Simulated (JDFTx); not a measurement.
- surface: Be(1 0 -1 0)
- bulk: Be, P6_3/mmc, lattice of mp-87 (not re-optimised)
- slab: 10 atoms in 10 planes, 1x1, 8.3 Å between the outermost planes
- in-plane cell: 2.265 × 3.574 Å, 8.09 Å²
- cell height: 24.5 Å
- sampling: 10×6×1 k mesh, Fermi smearing 0.01 Ha, no spin polarisation

All numbers are PBE, GBRV ultrasoft potentials, plane waves to 20/100 Ha results from a modified build of JDFTx, not measurements. Liquid on both sides: CANDLE, water, 2 M NaF; nuclei fixed. The electron chemical potential μ is absolute (zero in the bulk liquid) and is turned into a potential by U = −μ/e − 4.44 V vs SHE, a convention.

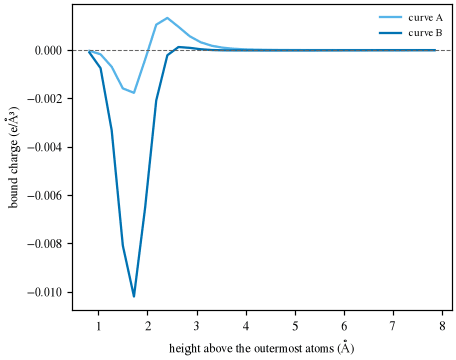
Figure: Plane-averaged bound charge of the liquid for two states of the electrode

One curve is the neutral slab. Which, and what is the sign of the other's charge?

Curve A is neutral (potential of zero charge, -0.19 V). Curve B is positively charged, 11.4 μC/cm² at 0.50 V.
